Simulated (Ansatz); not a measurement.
# ClH7N2Si2: one species, many methods

How much do the methods differ for ClH7N2Si2? The plan is to run it at one geometry with functionals of several rungs and with coupled cluster, and see how far each lands from CCSD(T) at the basis-set limit for the atomisation energy.

Method: functionals in def2-TZVPP, the program's frozen cores in correlated methods; program: Ansatz 0.2.0, Gaussian basis.

The runs, in order: LDA (SPW92), PBE-D4, revPBE-D4, BLYP-D4, r2SCAN-D4, B97M-V, PBE0-D4, B3LYP-D4, r2SCANh-D4, r2SCAN0-D4, HSE06-D4, BHLYP-D4, CAM-B3LYP-D4, LC-ωPBE, ωB97X-V, ωB97M-V, B2PLYP, PBE-QIDH; CCSD(T)/def2-SVP; CCSD(T)/def2-TZVPP; MP2/def2-QZVPP; extrapolation to the limit; RPA on PBE.

**1. The relaxed structure**

All runs share one geometry, relaxed beforehand with PBE0-D4 in a triple-zeta def2 set.

SMILES `N[Si](N)([SiH3])Cl`, 12 atoms, charge 0, spin multiplicity 1.

Atoms are counted from 1 here; the program's logs count them from 0.

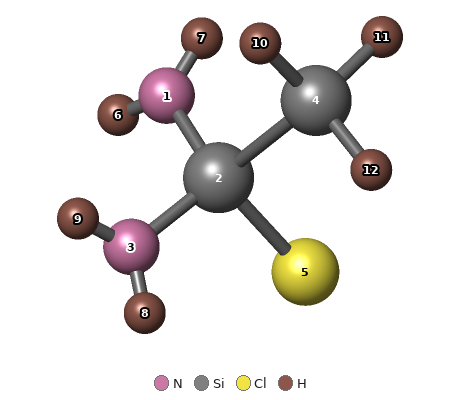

The geometry (nitrogen pink, silicon grey, chlorine yellow, hydrogen brown); atoms are numbered from 1 in the order of the file.

**2. LDA**

This LDA is Slater exchange with PW92 correlation.

in.yaml

```yaml
crystal:
  periodic: [false, false, false]
  atoms:
    - {symbol: N, position_ang: [-0.822290, 1.569615, -0.292038]}
    - {symbol: Si, position_ang: [-0.423924, 0.041215, 0.339608]}
    - {symbol: N, position_ang: [0.282954, 0.313843, 1.868657]}
    - {symbol: Si, position_ang: [0.812820, -1.108014, -1.283193]}
    - {symbol: Cl, position_ang: [-2.030380, -1.212890, 0.773139]}
    - {symbol: H, position_ang: [-1.302242, 2.241893, 0.287115]}
    - {symbol: H, position_ang: [-1.054146, 1.681305, -1.265598]}
    - {symbol: H, position_ang: [0.259247, -0.401111, 2.576223]}
    - {symbol: H, position_ang: [1.085699, 0.915649, 1.956829]}
    - {symbol: H, position_ang: [2.130913, -0.449927, -1.506250]}
    - {symbol: H, position_ang: [0.085660, -1.140462, -2.583401]}
    - {symbol: H, position_ang: [1.052587, -2.506418, -0.837191]}
basis:
  gaussian: {orbitals: def2-TZVPP}
hamiltonian: {xc: lda}
output: {orbitals: {seedname: orbitals}}
```

On the command line:

```
$ ansatz run in.yaml --threads 4 --pin off --events-out ev --progress --plain --max-ram 10444MiB
```

Further steps of the session: PBE-D4 (GGA); revPBE-D4 (GGA); BLYP-D4 (GGA); r2SCAN-D4 (meta-GGA); B97M-V (meta-GGA); PBE0-D4 (hybrid); B3LYP-D4 (hybrid); r2SCANh-D4 (hybrid); r2SCAN0-D4 (hybrid); HSE06-D4 (hybrid); BHLYP-D4 (hybrid); CAM-B3LYP-D4 (range-separated); LC-ωPBE (range-separated); ωB97X-V (range-separated); ωB97M-V (range-separated); B2PLYP (double hybrid); PBE-QIDH (double hybrid); CCSD(T) in def2-SVP; CCSD(T) in def2-TZVPP; MP2 in def2-QZVPP; RPA on PBE orbitals.

Before running them: what should the planned runs give, taken together? Wanted: atomisation energy, CCSD(T)/CBS; farthest beyond LDA; mean size of error, GGA; mean size of error, meta-GGA; mean size of error, hybrid; mean size of error, range-separated; mean size of error, double hybrid; gap, smallest and largest; T1 diagnostic.

The runs gave:

| quantity | value |
| --- | --- |
| atomisation energy, CCSD(T)/CBS | 949.9 kcal/mol |
| functionals within 4.7 kcal/mol (0.5 %) | BLYP-D4, B97M-V, B3LYP-D4, CAM-B3LYP-D4, ωB97M-V |
| farthest beyond LDA | BHLYP-D4 (-23.0 kcal/mol) |
| mean size of error, GGA | 8.1 kcal/mol |
| mean size of error, meta-GGA | 3.7 kcal/mol |
| mean size of error, hybrid | 11.1 kcal/mol |
| mean size of error, range-separated | 5.9 kcal/mol |
| mean size of error, double hybrid | 15.6 kcal/mol |
| gap, smallest and largest | 5.43 eV (LDA (SPW92)), 12.38 eV (LC-ωPBE) |
| T1 diagnostic | 0.0110 |
| triples share of the correlation energy | 3.8 % |

**Reading.** LDA overbinds by 121.4 kcal/mol (13 %). PBE-D4 is off by +5.5 kcal/mol. Double hybrids carry the basis error of their MP2 part in triple zeta, and no dispersion term here, so their miss is partly the set-up's. By mean error the best rung here is meta-GGA (3.7 kcal/mol) and the worst beyond LDA is double hybrid (15.6 kcal/mol). The gap between the best rungs is small, so their order is not settled. The reference freezes the cores and leaves out relativity and excitations past (T), so misses under about 4.7 kcal/mol can't be ranked. Hartree-Fock recovers 71 % of the binding; the rest is correlation. CCSD(T) in def2-SVP is off by -86.8 kcal/mol, which most functionals beat. The gap grows from 5.4 to 12.4 eV across the functionals, mostly with the share of exact exchange.
